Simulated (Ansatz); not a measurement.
**CHBN (quartet): wB97M-V, B2PLYP, RPA-PBE over vertical spin and charge gaps and displaced geometries, cc-pVDZ, part 1 of 2**

Aim: run CHBN (quartet) with these functionals over vertical spin and charge gaps and displaced geometries, and hold them against the top wave-function level at the same points.

Computed with Ansatz 0.2.0, Gaussian basis. Level: cc-pVDZ, all electrons in the functionals, frozen cores in the correlation of double hybrids and RPA.

Plan: wB97M-V, B2PLYP, RPA-PBE, at charge 0, quartet; charge 0, doublet; charge 0, sextet; charge 1, triplet; charge 1, quintet; displaced geometry v1; displaced geometry v2.

19 further runs of the same task are left out: 7 that didn't finish, 12 set aside as unsound or not needed.

**1. The geometry**

The geometry is a PBE0/def2-TZVP stationary point (not a proven minimum).

4 atoms, charge 0, spin multiplicity 4.

Atoms are counted from 1 here; the program's logs count them from 0.

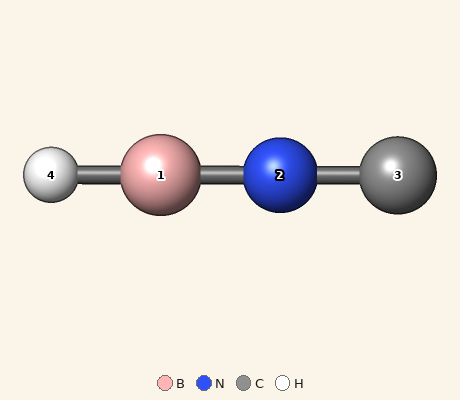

The structure; boron pink, nitrogen blue, carbon grey, hydrogen white; atoms are numbered from 1 in the order of the file.

No dispersion term is added; wB97M-V holds VV10 nonlocal correlation.

The geometry shown and the zero of energy belong to the point charge 0, quartet. The yardstick, UCCSDT(Q), and other wave-function levels (R restricted, U unrestricted, valence and pair active spaces) come from earlier runs.

**2. wB97M-V, charge 0, quartet**

in.yaml

```yaml
crystal:
  periodic: [false, false, false]
  atoms:
    - {symbol: B, position_ang: [0.000000, 0.000000, 0.659600]}
    - {symbol: N, position_ang: [0.000000, 0.000000, -0.617700]}
    - {symbol: C, position_ang: [0.000000, 0.000000, -1.870800]}
    - {symbol: H, position_ang: [0.000000, 0.000000, 1.828900]}
basis:
  gaussian: {orbitals: cc-pVDZ}
magnetization: {spin_polarized: true, initial_magnetization: 3}
hamiltonian: {xc: {name: wB97M-V}}
output: {forces: true, orbitals: {seedname: orbitals}}
```

Started as:

```sh
$ ansatz run in.yaml --threads 1 --pin off --events-out ev --progress --plain --max-ram 2393MiB
```

The program printed (excerpt; [...] marks lines left out):

```text
Functional definition: wB97M-V
  name "wB97M-V"
  cite "Mardirossian & Head-Gordon, J. Chem. Phys. 144, 214110 (2016) doi:10.1063/1.4952647"
  cite "Becke, J. Chem. Phys. 107, 8554 (1997) doi:10.1063/1.475007"
  cite "Vydrov & Van Voorhis, J. Chem. Phys. 133, 244103 (2010) doi:10.1063/1.3521275"
  # Of w^i u^j: cxij and so on, Table III.
[...]
  gx(w, u) = 1 - cx + cx01*u + cx10*w
  gss(w, u) = css00 + css04*u^4 + css10*w + css20*w^2 + css43*w^4*u^3
  gos(w, u) = cos00 + cos10*w + (cos20 + cos21*u)*w^2 + (cos60 + cos61*u)*w^6
[...]
      + integral(e_c_pw_mod_opposite_spin*gos(b97_w_opposite, b97_u_opposite)) + vv10(b, c)
448 factors; integrals over basis functions are off by at most 1.3e-3 eV
134 factors; integrals over basis functions are off by at most 2.1e-5 eV
[...]
mean field -3211.80944325 eV, -118.0318199969 hartree, gradient 4.5e-5 eV, S^2 3.787930; 0 other end points of the search recorded, 0 dependent functions left out
[...]
reference -3211.80947299 eV, -118.0318210899 hartree; 11, 8 occupied and 36, 39 virtual orbitals, 448 factors
Total energy: -3211.80947299 eV, -118.0318210899 hartree
Atom 0 at     0.000000     0.000000     0.659600 Å, force    -0.000000    -0.000000     0.161593 eV/Å
Atom 1 at     0.000000     0.000000    -0.617700 Å, force     0.000000     0.000000     0.760521 eV/Å
Atom 2 at     0.000000     0.000000    -1.870800 Å, force    -0.000000     0.000000    -1.019905 eV/Å
Atom 3 at     0.000000     0.000000     1.828900 Å, force    -0.000000     0.000000     0.097791 eV/Å
Dipole moment:    -0.000000     0.000000     0.053187 e Å
```

It took 7.5 s on 1 thread of AMD EPYC, shared host.

From the report: ⟨S²⟩ of the determinant 3.788 (pure quartet: 3.75).

**3. wB97M-V, charge 0, doublet**

Changes to in.yaml since step 2:

```diff
@@ -9,4 +9,4 @@
   gaussian: {orbitals: cc-pVDZ}
-magnetization: {spin_polarized: true, initial_magnetization: 3}
+magnetization: {spin_polarized: true, initial_magnetization: 1}
 hamiltonian: {xc: {name: wB97M-V}}
-output: {forces: true, orbitals: {seedname: orbitals}}
+output: {orbitals: {seedname: orbitals}}
```

Same command.

The program printed (excerpt; [...] marks lines left out):

```text
Functional definition: wB97M-V
  name "wB97M-V"
  cite "Mardirossian & Head-Gordon, J. Chem. Phys. 144, 214110 (2016) doi:10.1063/1.4952647"
  cite "Becke, J. Chem. Phys. 107, 8554 (1997) doi:10.1063/1.475007"
  cite "Vydrov & Van Voorhis, J. Chem. Phys. 133, 244103 (2010) doi:10.1063/1.3521275"
  # Of w^i u^j: cxij and so on, Table III.
[...]
  gx(w, u) = 1 - cx + cx01*u + cx10*w
  gss(w, u) = css00 + css04*u^4 + css10*w + css20*w^2 + css43*w^4*u^3
  gos(w, u) = cos00 + cos10*w + (cos20 + cos21*u)*w^2 + (cos60 + cos61*u)*w^6
[...]
      + integral(e_c_pw_mod_opposite_spin*gos(b97_w_opposite, b97_u_opposite)) + vv10(b, c)
448 factors; integrals over basis functions are off by at most 1.3e-3 eV
134 factors; integrals over basis functions are off by at most 2.1e-5 eV
[...]
mean field -3214.95953244 eV, -118.1475836395 hartree, gradient 7.3e-5 eV, S^2 0.765035; 0 other end points of the search recorded, 0 dependent functions left out
reference -3214.95956302 eV, -118.1475847632 hartree; 10, 9 occupied and 37, 38 virtual orbitals, 448 factors
Total energy: -3214.95956302 eV, -118.1475847632 hartree
```

Wall time 8 s (1 thread of AMD EPYC, shared host).

From the report: ⟨S²⟩ of the determinant 0.765 (pure doublet: 0.75).

From charge 0, quartet: -72.6 kcal/mol.

**4. wB97M-V, charge 0, sextet**

Changes to in.yaml since step 3:

```diff
@@ -9,4 +9,4 @@
   gaussian: {orbitals: cc-pVDZ}
-magnetization: {spin_polarized: true, initial_magnetization: 1}
+magnetization: {spin_polarized: true, initial_magnetization: 5}
 hamiltonian: {xc: {name: wB97M-V}}
-output: {orbitals: {seedname: orbitals}}
+output: {forces: true, orbitals: {seedname: orbitals}}
```

Launched as before.

The program printed (excerpt; [...] marks lines left out):

```text
Functional definition: wB97M-V
  name "wB97M-V"
  cite "Mardirossian & Head-Gordon, J. Chem. Phys. 144, 214110 (2016) doi:10.1063/1.4952647"
  cite "Becke, J. Chem. Phys. 107, 8554 (1997) doi:10.1063/1.475007"
  cite "Vydrov & Van Voorhis, J. Chem. Phys. 133, 244103 (2010) doi:10.1063/1.3521275"
  # Of w^i u^j: cxij and so on, Table III.
[...]
  gx(w, u) = 1 - cx + cx01*u + cx10*w
  gss(w, u) = css00 + css04*u^4 + css10*w + css20*w^2 + css43*w^4*u^3
  gos(w, u) = cos00 + cos10*w + (cos20 + cos21*u)*w^2 + (cos60 + cos61*u)*w^6
[...]
      + integral(e_c_pw_mod_opposite_spin*gos(b97_w_opposite, b97_u_opposite)) + vv10(b, c)
448 factors; integrals over basis functions are off by at most 1.3e-3 eV
134 factors; integrals over basis functions are off by at most 2.1e-5 eV
[...]
mean field -3203.55094767 eV, -117.7283258819 hartree, gradient 2.7e-5 eV, S^2 8.758695; 3 other end points of the search recorded, 0 dependent functions left out
[...]
reference -3203.55097623 eV, -117.7283269318 hartree; 12, 7 occupied and 35, 40 virtual orbitals, 448 factors
Total energy: -3203.55097623 eV, -117.7283269318 hartree
Atom 0 at     0.000000     0.000000     0.659600 Å, force    -0.000000    -0.000000     8.598710 eV/Å
Atom 1 at     0.000000     0.000000    -0.617700 Å, force     0.000000     0.000000     0.956070 eV/Å
Atom 2 at     0.000000     0.000000    -1.870800 Å, force    -0.000000    -0.000000    -9.550054 eV/Å
Atom 3 at     0.000000     0.000000     1.828900 Å, force    -0.000000    -0.000000    -0.004725 eV/Å
Dipole moment:    -0.000000    -0.000000    -0.337339 e Å
```

Run time: 17 s. Hardware: 1 thread of AMD EPYC, shared host.

From the report: ⟨S²⟩ of the determinant 8.759 (pure sextet: 8.75).

From charge 0, quartet: +190.4 kcal/mol.

**5. wB97M-V, charge 1, triplet**

Changes to in.yaml since step 4:

```diff
@@ -9,4 +9,5 @@
   gaussian: {orbitals: cc-pVDZ}
-magnetization: {spin_polarized: true, initial_magnetization: 5}
+total_charge: 1
+magnetization: {spin_polarized: true, initial_magnetization: 2}
 hamiltonian: {xc: {name: wB97M-V}}
-output: {forces: true, orbitals: {seedname: orbitals}}
+output: {orbitals: {seedname: orbitals}}
```

Same command.

The program printed (excerpt; [...] marks lines left out):

```text
Functional definition: wB97M-V
  name "wB97M-V"
  cite "Mardirossian & Head-Gordon, J. Chem. Phys. 144, 214110 (2016) doi:10.1063/1.4952647"
  cite "Becke, J. Chem. Phys. 107, 8554 (1997) doi:10.1063/1.475007"
  cite "Vydrov & Van Voorhis, J. Chem. Phys. 133, 244103 (2010) doi:10.1063/1.3521275"
  # Of w^i u^j: cxij and so on, Table III.
[...]
  gx(w, u) = 1 - cx + cx01*u + cx10*w
  gss(w, u) = css00 + css04*u^4 + css10*w + css20*w^2 + css43*w^4*u^3
  gos(w, u) = cos00 + cos10*w + (cos20 + cos21*u)*w^2 + (cos60 + cos61*u)*w^6
[...]
      + integral(e_c_pw_mod_opposite_spin*gos(b97_w_opposite, b97_u_opposite)) + vv10(b, c)
448 factors; integrals over basis functions are off by at most 1.3e-3 eV
134 factors; integrals over basis functions are off by at most 2.1e-5 eV
[...]
mean field -3203.69564143 eV, -117.7336432796 hartree, gradient 3.3e-5 eV, S^2 2.033957; 0 other end points of the search recorded, 0 dependent functions left out
reference -3203.69567119 eV, -117.7336443734 hartree; 10, 8 occupied and 37, 39 virtual orbitals, 448 factors
Total energy: -3203.69567119 eV, -117.7336443734 hartree
```

Wall time 6.5 s (1 thread of AMD EPYC, shared host).

From the report: ⟨S²⟩ of the determinant 2.034 (pure triplet: 2.00).

From charge 0, quartet: +187.1 kcal/mol.

**6. wB97M-V, charge 1, quintet**

Changes to in.yaml since step 5:

```diff
@@ -10,4 +10,4 @@
 total_charge: 1
-magnetization: {spin_polarized: true, initial_magnetization: 2}
+magnetization: {spin_polarized: true, initial_magnetization: 4}
 hamiltonian: {xc: {name: wB97M-V}}
-output: {orbitals: {seedname: orbitals}}
+output: {forces: true, orbitals: {seedname: orbitals}}
```

The command is unchanged.

The program printed (excerpt; [...] marks lines left out):

```text
Functional definition: wB97M-V
  name "wB97M-V"
  cite "Mardirossian & Head-Gordon, J. Chem. Phys. 144, 214110 (2016) doi:10.1063/1.4952647"
  cite "Becke, J. Chem. Phys. 107, 8554 (1997) doi:10.1063/1.475007"
  cite "Vydrov & Van Voorhis, J. Chem. Phys. 133, 244103 (2010) doi:10.1063/1.3521275"
  # Of w^i u^j: cxij and so on, Table III.
[...]
  gx(w, u) = 1 - cx + cx01*u + cx10*w
  gss(w, u) = css00 + css04*u^4 + css10*w + css20*w^2 + css43*w^4*u^3
  gos(w, u) = cos00 + cos10*w + (cos20 + cos21*u)*w^2 + (cos60 + cos61*u)*w^6
[...]
      + integral(e_c_pw_mod_opposite_spin*gos(b97_w_opposite, b97_u_opposite)) + vv10(b, c)
448 factors; integrals over basis functions are off by at most 1.3e-3 eV
134 factors; integrals over basis functions are off by at most 2.1e-5 eV
[...]
mean field -3198.91574206 eV, -117.5579852178 hartree, gradient 3.4e-5 eV, S^2 6.007244; 2 other end points of the search recorded, 0 dependent functions left out
[...]
reference -3198.91577168 eV, -117.5579863062 hartree; 11, 7 occupied and 36, 40 virtual orbitals, 448 factors
Total energy: -3198.91577168 eV, -117.5579863062 hartree
Atom 0 at     0.000000     0.000000     0.659600 Å, force    -0.000000    -0.000000     3.450660 eV/Å
Atom 1 at     0.000000     0.000000    -0.617700 Å, force    -0.000000     0.000000     4.278111 eV/Å
Atom 2 at     0.000000     0.000000    -1.870800 Å, force     0.000000     0.000000    -7.832454 eV/Å
Atom 3 at     0.000000     0.000000     1.828900 Å, force    -0.000000     0.000000     0.103683 eV/Å
Dipole moment:    -0.000000    -0.000000     0.293392 e Å
```

Wall time 17 s (1 thread of AMD EPYC, shared host).

From the report: ⟨S²⟩ of the determinant 6.007 (pure quintet: 6.00).

From charge 0, quartet: +297.3 kcal/mol.

**7. wB97M-V, displaced geometry v1**

in.yaml

```yaml
crystal:
  periodic: [false, false, false]
  atoms:
    - {symbol: B, position_ang: [0.002337, -0.001845, 0.681821]}
    - {symbol: N, position_ang: [0.001504, -0.017987, -0.606632]}
    - {symbol: C, position_ang: [0.049468, 0.041323, -1.902345]}
    - {symbol: H, position_ang: [-0.053309, -0.021491, 1.827157]}
basis:
  gaussian: {orbitals: cc-pVDZ}
magnetization: {spin_polarized: true, initial_magnetization: 3}
hamiltonian: {xc: {name: wB97M-V}}
output: {forces: true, orbitals: {seedname: orbitals}}
```

The command is unchanged.

The program printed (excerpt; [...] marks lines left out):

```text
Functional definition: wB97M-V
  name "wB97M-V"
  cite "Mardirossian & Head-Gordon, J. Chem. Phys. 144, 214110 (2016) doi:10.1063/1.4952647"
  cite "Becke, J. Chem. Phys. 107, 8554 (1997) doi:10.1063/1.475007"
  cite "Vydrov & Van Voorhis, J. Chem. Phys. 133, 244103 (2010) doi:10.1063/1.3521275"
  # Of w^i u^j: cxij and so on, Table III.
[...]
  gx(w, u) = 1 - cx + cx01*u + cx10*w
  gss(w, u) = css00 + css04*u^4 + css10*w + css20*w^2 + css43*w^4*u^3
  gos(w, u) = cos00 + cos10*w + (cos20 + cos21*u)*w^2 + (cos60 + cos61*u)*w^6
[...]
      + integral(e_c_pw_mod_opposite_spin*gos(b97_w_opposite, b97_u_opposite)) + vv10(b, c)
448 factors; integrals over basis functions are off by at most 1.3e-3 eV
134 factors; integrals over basis functions are off by at most 2.5e-5 eV
[...]
mean field -3211.77762332 eV, -118.0306506360 hartree, gradient 6.7e-5 eV, S^2 3.786942; 0 other end points of the search recorded, 0 dependent functions left out
[...]
reference -3211.77765315 eV, -118.0306517323 hartree; 11, 8 occupied and 36, 39 virtual orbitals, 448 factors
Total energy: -3211.77765315 eV, -118.0306517323 hartree
Atom 0 at     0.002337    -0.001845     0.681821 Å, force    -0.060737    -0.077724    -1.810422 eV/Å
Atom 1 at     0.001504    -0.017987    -0.606632 Å, force     0.151213     0.224477    -0.423749 eV/Å
Atom 2 at     0.049468     0.041323    -1.902345 Å, force    -0.086906    -0.137205     1.455853 eV/Å
Atom 3 at    -0.053309    -0.021491     1.827157 Å, force    -0.003570    -0.009548     0.778318 eV/Å
Dipole moment:     0.001995     0.006232     0.095211 e Å
```

Wall time 8.5 s (1 thread of AMD EPYC, shared host).

From the report: ⟨S²⟩ of the determinant 3.787 (pure quartet: 3.75).

From charge 0, quartet: +0.7 kcal/mol.

**8. wB97M-V, displaced geometry v2**

in.yaml

```yaml
crystal:
  periodic: [false, false, false]
  atoms:
    - {symbol: B, position_ang: [0.064568, 0.023749, 0.650441]}
    - {symbol: N, position_ang: [-0.100306, 0.032123, -0.615265]}
    - {symbol: C, position_ang: [-0.023685, -0.000301, -1.876545]}
    - {symbol: H, position_ang: [0.059423, -0.055571, 1.841369]}
basis:
  gaussian: {orbitals: cc-pVDZ}
magnetization: {spin_polarized: true, initial_magnetization: 3}
hamiltonian: {xc: {name: wB97M-V}}
output: {forces: true, orbitals: {seedname: orbitals}}
```

The command is unchanged.

The program printed (excerpt; [...] marks lines left out):

```text
Functional definition: wB97M-V
  name "wB97M-V"
  cite "Mardirossian & Head-Gordon, J. Chem. Phys. 144, 214110 (2016) doi:10.1063/1.4952647"
  cite "Becke, J. Chem. Phys. 107, 8554 (1997) doi:10.1063/1.475007"
  cite "Vydrov & Van Voorhis, J. Chem. Phys. 133, 244103 (2010) doi:10.1063/1.3521275"
  # Of w^i u^j: cxij and so on, Table III.
[...]
  gx(w, u) = 1 - cx + cx01*u + cx10*w
  gss(w, u) = css00 + css04*u^4 + css10*w + css20*w^2 + css43*w^4*u^3
  gos(w, u) = cos00 + cos10*w + (cos20 + cos21*u)*w^2 + (cos60 + cos61*u)*w^6
[...]
      + integral(e_c_pw_mod_opposite_spin*gos(b97_w_opposite, b97_u_opposite)) + vv10(b, c)
448 factors; integrals over basis functions are off by at most 1.2e-3 eV
135 factors; integrals over basis functions are off by at most 2.7e-5 eV
[...]
mean field -3211.77123969 eV, -118.0304160420 hartree, gradient 7.3e-5 eV, S^2 3.787544; 0 other end points of the search recorded, 0 dependent functions left out
[...]
reference -3211.77126945 eV, -118.0304171354 hartree; 11, 8 occupied and 36, 39 virtual orbitals, 448 factors
Total energy: -3211.77126945 eV, -118.0304171354 hartree
Atom 0 at     0.064568     0.023749     0.650441 Å, force    -0.307914    -0.090386     0.908830 eV/Å
Atom 1 at    -0.100306     0.032123    -0.615265 Å, force     0.510809    -0.080280     0.135850 eV/Å
Atom 2 at    -0.023685    -0.000301    -1.876545 Å, force    -0.245928     0.067131    -0.519775 eV/Å
Atom 3 at     0.059423    -0.055571     1.841369 Å, force     0.043033     0.103535    -0.524905 eV/Å
Dipole moment:     0.023546    -0.007479     0.062368 e Å
```

It took 9 s on 1 thread of AMD EPYC, shared host.

From the report: ⟨S²⟩ of the determinant 3.788 (pure quartet: 3.75).

From charge 0, quartet: +0.9 kcal/mol.

**9. B2PLYP, charge 0, quartet**

in.yaml

```yaml
crystal:
  periodic: [false, false, false]
  atoms:
    - {symbol: B, position_ang: [0.000000, 0.000000, 0.659600]}
    - {symbol: N, position_ang: [0.000000, 0.000000, -0.617700]}
    - {symbol: C, position_ang: [0.000000, 0.000000, -1.870800]}
    - {symbol: H, position_ang: [0.000000, 0.000000, 1.828900]}
basis:
  gaussian: {orbitals: cc-pVDZ}
magnetization: {spin_polarized: true, initial_magnetization: 3}
hamiltonian: {xc: {name: B2PLYP}}
correlation: {electrons: outside_noble_gas}
```

Launched as before.

The program printed (excerpt; [...] marks lines left out):

```text
Functional definition: B2PLYP
  name "B2PLYP"
  cite "Grimme, J. Chem. Phys. 124, 034108 (2006) doi:10.1063/1.2148954"
  cite "Becke, Phys. Rev. A 38, 3098 (1988) doi:10.1103/PhysRevA.38.3098"
  cite "Lee, Yang & Parr, Phys. Rev. B 37, 785 (1988) doi:10.1103/PhysRevB.37.785"
[...]
448 factors; integrals over basis functions are off by at most 1.3e-3 eV
[...]
mean field -3207.12193511 eV, -117.8595572498 hartree, gradient 2.0e-6 eV, S^2 3.820291; 0 other end points of the search recorded, 0 dependent functions left out
3 core orbitals not correlated: weight in the atoms' cores, before any rotation towards them, 1.000 or more for the frozen orbitals, at most 0.000 for the correlated occupied ones
reference -3207.12204624 eV, -117.8595613341 hartree; 8, 5 occupied and 36, 39 virtual orbitals, 448 factors
second order -9.99823664 eV of doubles, -0.00000000 eV of singles
Total energy: -3209.82157014 eV, -117.9587670073 hartree
```

Wall time 2.8 s (1 thread of AMD EPYC, shared host).

From the report: ⟨S²⟩ of the determinant 3.820 (pure quartet: 3.75).

**10. B2PLYP, charge 0, doublet**

Changes to in.yaml since step 9:

```diff
@@ -9,3 +9,3 @@
   gaussian: {orbitals: cc-pVDZ}
-magnetization: {spin_polarized: true, initial_magnetization: 3}
+magnetization: {spin_polarized: true, initial_magnetization: 1}
 hamiltonian: {xc: {name: B2PLYP}}
```

The command is unchanged.

The program printed (excerpt; [...] marks lines left out):

```text
Functional definition: B2PLYP
  name "B2PLYP"
  cite "Grimme, J. Chem. Phys. 124, 034108 (2006) doi:10.1063/1.2148954"
  cite "Becke, Phys. Rev. A 38, 3098 (1988) doi:10.1103/PhysRevA.38.3098"
  cite "Lee, Yang & Parr, Phys. Rev. B 37, 785 (1988) doi:10.1103/PhysRevB.37.785"
[...]
448 factors; integrals over basis functions are off by at most 1.3e-3 eV
[...]
mean field -3209.86866606 eV, -117.9604977505 hartree, gradient 6.1e-6 eV, S^2 0.787942; 0 other end points of the search recorded, 0 dependent functions left out
3 core orbitals not correlated: weight in the atoms' cores, before any rotation towards them, 1.000 or more for the frozen orbitals, at most 0.000 for the correlated occupied ones
reference -3209.86878060 eV, -117.9605019599 hartree; 7, 6 occupied and 37, 38 virtual orbitals, 448 factors
second order -10.87883615 eV of doubles, -0.00000000 eV of singles
Total energy: -3212.80606636 eV, -118.0684452206 hartree
```

It took 2.7 s on 1 thread of AMD EPYC, shared host.

From the report: ⟨S²⟩ of the determinant 0.788 (pure doublet: 0.75).

From charge 0, quartet: -68.8 kcal/mol.

**11. B2PLYP, charge 0, sextet**

Changes to in.yaml since step 10:

```diff
@@ -9,3 +9,3 @@
   gaussian: {orbitals: cc-pVDZ}
-magnetization: {spin_polarized: true, initial_magnetization: 1}
+magnetization: {spin_polarized: true, initial_magnetization: 5}
 hamiltonian: {xc: {name: B2PLYP}}
```

The command is unchanged.

The program printed (excerpt; [...] marks lines left out):

```text
Functional definition: B2PLYP
  name "B2PLYP"
  cite "Grimme, J. Chem. Phys. 124, 034108 (2006) doi:10.1063/1.2148954"
  cite "Becke, Phys. Rev. A 38, 3098 (1988) doi:10.1103/PhysRevA.38.3098"
  cite "Lee, Yang & Parr, Phys. Rev. B 37, 785 (1988) doi:10.1103/PhysRevB.37.785"
[...]
448 factors; integrals over basis functions are off by at most 1.3e-3 eV
[...]
mean field -3199.48311922 eV, -117.5788359438 hartree, gradient 1.8e-6 eV, S^2 8.768354; 4 other end points of the search recorded, 0 dependent functions left out
3 core orbitals not correlated: weight in the atoms' cores, before any rotation towards them, 1.000 or more for the frozen orbitals, at most 0.000 for the correlated occupied ones
reference -3199.48323614 eV, -117.5788402406 hartree; 9, 4 occupied and 35, 40 virtual orbitals, 448 factors
second order -7.68212943 eV of doubles, -0.00000000 eV of singles
Total energy: -3201.55741109 eV, -117.6550647640 hartree
```

Run time: 8 s. Hardware: 1 thread of AMD EPYC, shared host.

From the report: ⟨S²⟩ of the determinant 8.768 (pure sextet: 8.75).

From charge 0, quartet: +190.6 kcal/mol.

**12. B2PLYP, charge 1, triplet**

Changes to in.yaml since step 11:

```diff
@@ -9,3 +9,4 @@
   gaussian: {orbitals: cc-pVDZ}
-magnetization: {spin_polarized: true, initial_magnetization: 5}
+total_charge: 1
+magnetization: {spin_polarized: true, initial_magnetization: 2}
 hamiltonian: {xc: {name: B2PLYP}}
```

The command is unchanged.

The program printed (excerpt; [...] marks lines left out):

```text
Functional definition: B2PLYP
  name "B2PLYP"
  cite "Grimme, J. Chem. Phys. 124, 034108 (2006) doi:10.1063/1.2148954"
  cite "Becke, Phys. Rev. A 38, 3098 (1988) doi:10.1103/PhysRevA.38.3098"
  cite "Lee, Yang & Parr, Phys. Rev. B 37, 785 (1988) doi:10.1103/PhysRevB.37.785"
[...]
448 factors; integrals over basis functions are off by at most 1.3e-3 eV
[...]
mean field -3199.13029498 eV, -117.5658698923 hartree, gradient 1.0e-6 eV, S^2 2.054923; 4 other end points of the search recorded, 0 dependent functions left out
3 core orbitals not correlated: weight in the atoms' cores, before any rotation towards them, 1.000 or more for the frozen orbitals, at most 0.000 for the correlated occupied ones
reference -3199.13041904 eV, -117.5658744513 hartree; 7, 5 occupied and 37, 39 virtual orbitals, 448 factors
second order -9.61661968 eV of doubles, -0.00000000 eV of singles
Total energy: -3201.72690635 eV, -117.6612936001 hartree
```

Wall time 6.5 s (1 thread of AMD EPYC, shared host).

From the report: ⟨S²⟩ of the determinant 2.055 (pure triplet: 2.00).

From charge 0, quartet: +186.7 kcal/mol.

(Continued in part 2 of 2.)
